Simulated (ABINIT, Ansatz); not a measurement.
## Rb2AlTlH6 (Fm-3m): changed settings of a GW run in ABINIT

A base run on Rb2AlTlH6 (Fm-3m), then changed inputs.

Calculated with ABINIT 10.8.3; LDA and many-body steps on it, plane waves.

### Step 1. The starting structure

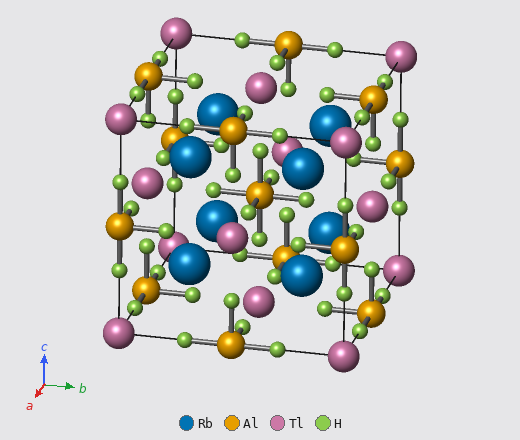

Start, viewed slightly off an axis; rubidium blue, aluminium orange, thallium pink, hydrogen green. This picture shows the conventional cell, with its axes. Some periodic images of atoms are drawn too.

Structure file:

```cif
data_structure
_symmetry_space_group_name_H-M 'Fm-3m'
_symmetry_Int_Tables_number 225
_cell_length_a 8.6867
_cell_length_b 8.6867
_cell_length_c 8.6867
_cell_angle_alpha 90.000
_cell_angle_beta 90.000
_cell_angle_gamma 90.000
_cell_volume 655.49
loop_
_atom_site_label
_atom_site_type_symbol
_atom_site_symmetry_multiplicity
_atom_site_Wyckoff_symbol
_atom_site_fract_x
_atom_site_fract_y
_atom_site_fract_z
_atom_site_occupancy
Rb1 Rb 8 c 0.25000 0.75000 0.75000 1
Al1 Al 4 b 0.50000 0.00000 0.00000 1
Tl1 Tl 4 a 0.00000 0.00000 0.00000 1
H1 H 24 e 0.70584 0.00000 0.00000 1
```

The cell and positions are those that the Materials Project relaxed with its own functionals (PBE, PBE+U or r2SCAN), kept fixed. Spin-orbit coupling is left out unless a step names it.

### Step 2. Screening, 2×2×2 mesh, 128 bands, screening to 114.3 eV

This step: ABINIT 10.8.3; RPA screening on LDA, plane waves, norm-conserving pseudopotentials.

The RPA dielectric matrix is built and inverted for each q.

Contents of run.abi:

```
acell 3*1.0 Angstrom
rprim 
  0.000000000000 4.343365000000 4.343365000000
  4.343365000000 -0.000000000000 4.343365000000
  4.343365000000 4.343365000000 -0.000000000000
ntypat 4
znucl 37 13 81 1
natom 10
typat 1 1 2 3 4 4 4 4 4 4
xred 
  0.250000000000 0.250000000000 0.250000000000
  0.750000000000 0.750000000000 0.750000000000
  0.500000000000 0.500000000000 0.500000000000
  0.000000000000 0.000000000000 -0.000000000000
  0.294156000000 0.705844000000 0.705844000000
  0.294156000000 0.705844000000 0.294156000000
  0.705844000000 0.294156000000 0.705844000000
  0.705844000000 0.705844000000 0.294156000000
  0.294156000000 0.294156000000 0.705844000000
  0.705844000000 0.294156000000 0.294156000000
pp_dirpath "pseudos"
pseudos "Rb.upf, Al.upf, Tl.upf, H.upf"
ecut 31
ngkpt 2 2 2
nshiftk 1
shiftk 0 0 0
kptopt 1
chksymbreak 0
istwfk *1
occopt 1
irdwfk 1
optdriver 3
nband 128
ecuteps 4.2
inclvkb 2
awtr 1
symchi 1
indata_prefix "in"
outdata_prefix "out"
tmpdata_prefix "tmp"
```

Run with:

```sh
OMP_NUM_THREADS=1 mpirun -n 4 abinit run.abi > log
```

Output:

```text
.Version 10.8.3 of ABINIT. v10.8.2 released Aug 2026.

 Symmetries : space group Fm -3 m (#225); Bravais cF (face-center cubic)
[... echo of the input left out ...]
== DATASET  1 ==================================================================
-   mpi_nproc: 4, omp_nthreads: 1 (-1 if OMP is not activated)

--- !DatasetInfo
iteration_state: {dtset: 1, }
dimensions: {natom: 10, nkpt: 3, mband: 128, nsppol: 1, nspinor: 1, nspden: 1, mpw: 9185, }
cutoff_energies: {ecut:  31.0, pawecutdg:  -1.0, }
electrons: {nelect:   4.00000000E+01, charge:   0.00000000E+00, occopt:   1.00000000E+00, tsmear:   1.00000000E-02, }

 SCREENING: Calculation of the susceptibility and dielectric matrices

 Based on a program developped by R.W. Godby, V. Olevano, G. Onida, and L. Reining.
 Incorporated in ABINIT by V. Olevano, G.-M. Rignanese, and M. Torrent.
.Using double precision arithmetic ; gwpc =  8

[... cell and pseudopotentials left out ...]
--------------------------------------------------------------------------------

 ==== K-mesh for the wavefunctions ====
 Number of points in the irreducible wedge :     3
[... list of points left out ...]
 Together with 48 symmetry operations and time-reversal symmetry
 yields     8 points in the full Brillouin Zone.

 ==== Q-mesh for the screening function ====
 Number of points in the irreducible wedge :     3
[... list of points left out ...]
 Together with 48 symmetry operations and time-reversal symmetry
 yields     8 points in the full Brillouin Zone.

 setmesh: FFT mesh size selected  =    40x   40x   40
          total number of points  =        64000

 vcoul_init : cutoff-mode = AUXILIARY_FUNCTION
 q-points for optical limit:   1
     1)      0.000010    0.000020    0.000030

- screening: taking advantage of time-reversal symmetry
- Maximum band index for partially occupied states nbvw = 20
- Remaining bands to be divided among processors   nbcw = 108
- Number of bands treated by each node ~27

 Number of electrons calculated from density =   40.0000; Expected =   40.0000
 average of density, n =  0.036170
 r_s =    1.8758
 omega_plasma =   18.3456 [eV]

 calculating chi0 at frequencies [eV] :
  1    0.000000E+00    0.000000E+00
  2    0.000000E+00    1.834564E+01

--------------------------------------------------------------------------------
  q-point number  1        q = ( 0.000000, 0.000000, 0.000000) [r.l.u.]
--------------------------------------------------------------------------------
[... chi0 elements left out ...]
 For q-point:  0.000010 0.000020 0.000030
  dielectric constant =   8.9822
  dielectric constant without local fields =  10.5499

  Average fulfillment of the sum rule on Im[epsilon] for q-point    1 :     71.06  [%]
[... wings left out ...]
  q-point number  2        q = ( 0.500000, 0.000000, 0.000000) [r.l.u.]
--------------------------------------------------------------------------------
[... chi0 elements left out ...]
  Average fulfillment of the sum rule on Im[epsilon] for q-point    2 :     79.29  [%]

 [... 1 further q-points ...]
```

Wall time 24 s (4 MPI ranks of Arm Neoverse V1, shared host); peak memory 1.5 GiB.

This step gave:

```yaml
eps_infinity_with_local_fields_on_this_mesh_along_the_program_s_q_direction: 8.982
the_same_without_local_fields: 10.55
plasma_frequency: 18.35 eV
plane_waves_in_the_screening_matrix: 459
```

Local fields lower ε∞ by 15 %. On a Γ-centred mesh this coarse the value itself is usually too large, while a short band sum pulls it down.

### Step 3. Base

The self-energy is evaluated for the states that the input lists, and the levels follow from it, in one-shot runs by the linearised quasiparticle equation.

This step: G0W0 on LDA, plane waves, norm-conserving pseudopotentials.

run.abi: that of step 2 with these lines changed.

```diff
@@ -31,8 +31,19 @@
 irdwfk 1
-optdriver 3
+optdriver 4
 nband 128
+gwcalctyp 0
+ecutsigx 31
+symsigma 1
+nkptgw 3
+kptgw 
+  0.5000000000 0.5000000000 0.0000000000
+  0.5000000000 0.0000000000 0.0000000000
+  0.0000000000 0.0000000000 0.0000000000
+bdgw 
+  19 22
+  18 23
+  19 23
 ecuteps 4.2
-inclvkb 2
-awtr 1
-symchi 1
+irdscr 1
+ppmodel 1
 indata_prefix "in"
```

Output:

```text
.Version 10.8.3 of ABINIT. v10.8.2 released Aug 2026.

 Symmetries : space group Fm -3 m (#225); Bravais cF (face-center cubic)
[... echo of the input left out ...]
== DATASET  1 ==================================================================
-   mpi_nproc: 4, omp_nthreads: 1 (-1 if OMP is not activated)

--- !DatasetInfo
iteration_state: {dtset: 1, }
dimensions: {natom: 10, nkpt: 3, mband: 128, nsppol: 1, nspinor: 1, nspden: 1, mpw: 9185, }
cutoff_energies: {ecut:  31.0, pawecutdg:  -1.0, }
electrons: {nelect:   4.00000000E+01, charge:   0.00000000E+00, occopt:   1.00000000E+00, tsmear:   1.00000000E-02, }

 SIGMA: Calculation of the GW corrections

 Based on a program developped by R.W. Godby, V. Olevano, G. Onida, and L. Reining.
 Incorporated in ABINIT by V. Olevano, G.-M. Rignanese, and M. Torrent.
.Using double precision arithmetic ; gwpc =  8

[... cell and pseudopotentials left out ...]
--------------------------------------------------------------------------------

 ==== K-mesh for the wavefunctions ====
 Number of points in the irreducible wedge :     3
[... list of points left out ...]
 Together with 48 symmetry operations and time-reversal symmetry
 yields     8 points in the full Brillouin Zone.

 ==== Q-mesh for screening function ====
 Number of points in the irreducible wedge :     3
[... list of points left out ...]
 Together with 48 symmetry operations and time-reversal symmetry
 yields     8 points in the full Brillouin Zone.

 vcoul_init : cutoff-mode = AUXILIARY_FUNCTION
 q-points for optical limit:   1
     1)      0.000010    0.000020    0.000030
 setmesh: FFT mesh size selected  =    60x   60x   60
          total number of points  =       216000

 Number of electrons calculated from density =   40.0000; Expected =   40.0000
 average of density, n =  0.036170
 r_s =    1.8758
 omega_plasma =   18.3456 [eV]

 === KS Band Gaps ===
  >>>> For spin  1
   Minimum direct gap =   1.8140 [eV], located at k-point      :   0.5000  0.5000  0.0000
   Fundamental gap    =   0.4013 [eV], Top of valence bands at :   0.5000  0.5000  0.0000
                                       Bottom of conduction at :   0.5000  0.0000  0.0000
 SIGMA fundamental parameters:
 PLASMON POLE MODEL  1
 number of plane-waves for SigmaX                 9185
 number of plane-waves for SigmaC and W            459
 number of plane-waves for wavefunctions          9185
 number of bands                                   128
 number of independent spin polarizations            1
 number of spinorial components                      1
 number of k-points in IBZ                           3
 number of q-points in IBZ                           3
 number of symmetry operations                      48
 number of k-points in BZ                            8
 number of q-points in BZ                            8
 number of frequencies for dSigma/dE                 9
 frequency step for dSigma/dE [eV]                0.25
 number of omega for Sigma on real axis              0
 max omega for Sigma on real axis  [eV]           0.00
 zcut for avoiding poles [eV]                     0.10

 EPSILON^-1 parameters (SCR file):
 dimension of the eps^-1 matrix on file            459
 dimension of the eps^-1 matrix used               459
 number of plane-waves for wavefunctions          9185
 number of bands                                   128
 number of q-points in IBZ                           3
 number of frequencies                               2
 number of real frequencies                          1
 number of imag frequencies                          1

 matrix elements of self-energy operator (all in [eV])

 Perturbative Calculation

--- !SelfEnergy_ee
iteration_state: {dtset: 1, }
kpoint     : [   0.500,    0.500,    0.000, ]
spin       : 1
KS_gap     :    1.814
QP_gap     :    2.892
Delta_QP_KS:    1.078
data: !SigmaeeData |
     Band     E0 <VxcDFT>   SigX SigC(E0)      Z dSigC/dE  Sig(E)    E-E0       E
       19   1.021 -11.193 -13.861   2.213   0.768  -0.303 -11.543  -0.350   0.672
       20   2.165 -11.838 -13.677   1.467   0.776  -0.289 -12.126  -0.288   1.877
       21   3.979  -9.184  -5.356  -2.844   0.802  -0.247  -8.394   0.790   4.769
       22   3.979  -9.184  -5.356  -2.844   0.802  -0.247  -8.394   0.790   4.769

--- !SelfEnergy_ee
iteration_state: {dtset: 1, }
kpoint     : [   0.500,    0.000,    0.000, ]
spin       : 1
KS_gap     :    2.698
QP_gap     :    3.801
Delta_QP_KS:    1.104
data: !SigmaeeData |
     Band     E0 <VxcDFT>   SigX SigC(E0)      Z dSigC/dE  Sig(E)    E-E0       E
       18  -0.236 -10.322 -13.136   2.321   0.762  -0.313 -10.697  -0.376  -0.612
       19  -0.236 -10.322 -13.136   2.321   0.762  -0.313 -10.697  -0.376  -0.612
[...]
--- !SelfEnergy_ee
iteration_state: {dtset: 1, }
kpoint     : [   0.000,    0.000,    0.000, ]
spin       : 1
KS_gap     :    3.500
QP_gap     :    4.547
Delta_QP_KS:    1.047
data: !SigmaeeData |
     Band     E0 <VxcDFT>   SigX SigC(E0)      Z dSigC/dE  Sig(E)    E-E0       E
[...]
21   4.155  -9.390  -5.698  -2.777   0.799  -0.252  -8.660   0.730   4.885
       22   4.155  -9.390  -5.698  -2.777   0.799  -0.252  -8.660   0.730   4.885
       23   4.155  -9.390  -5.698  -2.777   0.799  -0.252  -8.660   0.730   4.885

 New Fermi energy :        9.509135E-02 Ha ,    2.587568E+00 eV

 === QP Band Gaps ===
  >>>> For spin  1
   Minimum direct gap =   2.8922 [eV], located at k-point      :   0.5000  0.5000  0.0000
   Fundamental gap    =   1.4211 [eV], Top of valence bands at :   0.5000  0.5000  0.0000
                                       Bottom of conduction at :   0.5000  0.0000  0.0000

== END DATASET(S) ==============================================================
================================================================================

 -outvars: echo values of variables after computation  --------
           etotal      0.0000000000E+00
            nband         128
             nkpt           3
          spgroup         225
 [... the other variables as echoed above ...]

 Calculation completed.
```

Run time: 24 s. Hardware: 4 MPI ranks; peak memory 1.2 GiB; 94 s of CPU time.

Numbers from this step:

```
G0W0 gap on the points computed              : 1.421 eV
starting gap on the mesh                     : 0.4014 eV
k of the valence top                         : 0.5, 0.5, 0
k of the conduction bottom                   : 0.5, 0, 0
Z at the valence top                         : 0.776
Z at the conduction bottom                   : 0.808
least direct G0W0 gap on the computed points : 2.892 eV
```

The gap on the mesh goes from 0.40 eV to 1.42 eV, a correction of +1.02 eV.

### Step 4. Exchange cutoff of one hartree

run.abi: that of step 3 with these lines changed.

```diff
@@ -34,3 +34,3 @@
 gwcalctyp 0
-ecutsigx 31
+ecutsigx 1
 symsigma 1
```

Output:

```text
.Version 10.8.3 of ABINIT. v10.8.2 released Aug 2026.

 Symmetries : space group Fm -3 m (#225); Bravais cF (face-center cubic)
[... echo of the input left out ...]
== DATASET  1 ==================================================================
-   mpi_nproc: 4, omp_nthreads: 1 (-1 if OMP is not activated)

--- !DatasetInfo
iteration_state: {dtset: 1, }
dimensions: {natom: 10, nkpt: 3, mband: 128, nsppol: 1, nspinor: 1, nspden: 1, mpw: 9185, }
cutoff_energies: {ecut:  31.0, pawecutdg:  -1.0, }
electrons: {nelect:   4.00000000E+01, charge:   0.00000000E+00, occopt:   1.00000000E+00, tsmear:   1.00000000E-02, }

 SIGMA: Calculation of the GW corrections

 Based on a program developped by R.W. Godby, V. Olevano, G. Onida, and L. Reining.
 Incorporated in ABINIT by V. Olevano, G.-M. Rignanese, and M. Torrent.
.Using double precision arithmetic ; gwpc =  8

[... cell and pseudopotentials left out ...]
--------------------------------------------------------------------------------

 ==== K-mesh for the wavefunctions ====
 Number of points in the irreducible wedge :     3
[... list of points left out ...]
 Together with 48 symmetry operations and time-reversal symmetry
 yields     8 points in the full Brillouin Zone.

 ==== Q-mesh for screening function ====
 Number of points in the irreducible wedge :     3
[... list of points left out ...]
 Together with 48 symmetry operations and time-reversal symmetry
 yields     8 points in the full Brillouin Zone.

 vcoul_init : cutoff-mode = AUXILIARY_FUNCTION
 q-points for optical limit:   1
     1)      0.000010    0.000020    0.000030
 setmesh: FFT mesh size selected  =    36x   36x   36
          total number of points  =        46656

 Number of electrons calculated from density =   40.0000; Expected =   40.0000
[...]
Perturbative Calculation

--- !SelfEnergy_ee
iteration_state: {dtset: 1, }
kpoint     : [   0.500,    0.500,    0.000, ]
spin       : 1
KS_gap     :    1.814
QP_gap     :    1.851
Delta_QP_KS:    0.037
data: !SigmaeeData |
     Band     E0 <VxcDFT>   SigX SigC(E0)      Z dSigC/dE  Sig(E)    E-E0       E
       19   1.021 -11.193 -12.531   2.302   0.794  -0.259 -10.428   0.765   1.787
       20   2.165 -11.838 -11.734   1.685   0.801  -0.249 -10.405   1.433   3.598
       21   3.979  -9.184  -4.415  -2.946   0.806  -0.240  -7.714   1.470   5.449
[...]
--- !SelfEnergy_ee
iteration_state: {dtset: 1, }
kpoint     : [   0.500,    0.000,    0.000, ]
spin       : 1
KS_gap     :    2.698
QP_gap     :    3.020
Delta_QP_KS:    0.322
data: !SigmaeeData |
     Band     E0 <VxcDFT>   SigX SigC(E0)      Z dSigC/dE  Sig(E)    E-E0       E
[...]
--- !SelfEnergy_ee
iteration_state: {dtset: 1, }
kpoint     : [   0.000,    0.000,    0.000, ]
spin       : 1
KS_gap     :    3.500
QP_gap     :    4.281
Delta_QP_KS:    0.780
data: !SigmaeeData |
     Band     E0 <VxcDFT>   SigX SigC(E0)      Z dSigC/dE  Sig(E)    E-E0       E
[...]
22   4.155  -9.390  -4.681  -2.867   0.804  -0.244  -7.910   1.480   5.635
       23   4.155  -9.390  -4.681  -2.867   0.804  -0.244  -7.910   1.480   5.635

 New Fermi energy :        1.375708E-01 Ha ,    3.743492E+00 eV

 === QP Band Gaps ===
  >>>> For spin  1
   Minimum direct gap =   1.8515 [eV], located at k-point      :   0.5000  0.5000  0.0000
   Fundamental gap    =   0.2910 [eV], Top of valence bands at :   0.5000  0.5000  0.0000
                                       Bottom of conduction at :   0.5000  0.0000  0.0000

== END DATASET(S) ==============================================================
================================================================================

 -outvars: echo values of variables after computation  --------
           etotal      0.0000000000E+00
            nband         128
             nkpt           3
          spgroup         225
 [... the other variables as echoed above ...]

 Calculation completed.
```

Elapsed: 5.7 s, on 4 MPI ranks; peak memory 0.22 GiB.

The run ended normally, though the input holds a fault or crude settings.

The fault put into this input: exchange cutoff of one hartree. It printed a gap of 0.29 eV, an artefact of the input.

### Step 5. The runs together

Times are wall times on 4 MPI ranks of Arm Neoverse V1, shared host, good to a factor of about two. A run's time includes the screening step that it read.

```csv
run,mesh,bands,screening cutoff (eV),DFT gap (eV),gap on the mesh (eV),direct (eV),ε∞ used,time
base,2×2×2,128,114.3,0.401,1.421,2.892,8.98,48 s
```

### Step 6. Results

| Property | Result |
| --- | --- |
| base | 1.421 eV |
| known limits | not at the basis limit; exchange with frozen shells missing; no spin-orbit coupling; coarse k mesh |

In words: Bands and cutoff are finite, so the gap is not at the basis limit. The miss can reach some tenths of an eV and take either sign; the mesh is an error of its own. The 2×2×2 mesh is coarse for this cell, which bears on the long-range parts of exchange and screening. Where an edge is built on 6p states of lead, bismuth or thallium, scalar-relativistic gaps usually stand too wide, by a few tenths to over one eV. The norm-conserving file of at least one element keeps a d shell over frozen s and p shells of the same row. Exchange with those shells is missing from the self-energy, an error of 0.3 to 0.9 eV in cases checked, whose sign depends on which edge lies on those atoms. The many-body steps are scalar-relativistic: spin-orbit coupling is not in them.

[Paths, hosts, dates, memory and timing lines, banners, echoed tables and standing remarks are left out of the program output.]

[Logs are printed without paths, hosts, clocks, repeated set-up lines and the standing remarks that a program may print on its own settings, such as how far it seeks lower states.]

[Runs of the session that timed out or met a known fault of the program may be left out.]

[Hosts, paths, dates, database ids (printed as entryN), source tags and the programs' standing remarks are cut or masked in the printed files.]

[G0W0 gaps are taken among the corrected bands and points alone; a level outside them can change the order at an edge.]

[Where Ansatz stands beside ABINIT at settings called matched, ABINIT's density can come from a denser mesh and the files from another edition; pairs whose starting gaps differed by over 0.03 eV were left out, so agreement reads better than it is.]
